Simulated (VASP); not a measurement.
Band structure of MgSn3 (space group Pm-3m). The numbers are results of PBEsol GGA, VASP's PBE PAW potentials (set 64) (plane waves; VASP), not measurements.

Unless said otherwise, spin-orbit coupling is left out, though it shifts the bands of the heavy elements here.

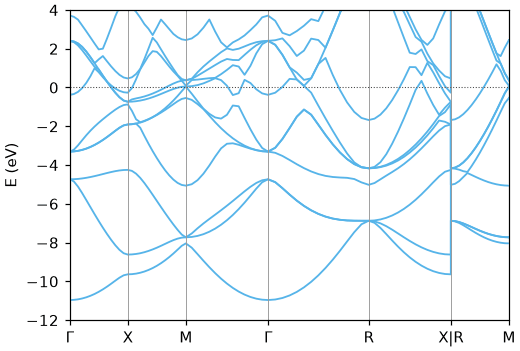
Bands along high-symmetry lines, zero at the valence-band maximum or, without a gap, the Fermi level

Read the plot: is there a gap, and where are the band edges?

It has no gap at this level: it comes out as a metal or semimetal. (Edges off the drawn lines would not show.)

The structure comes from a computed database's MgSn3 entry (Pm-3m); how it stands against other phases isn't given here. It was relaxed first.
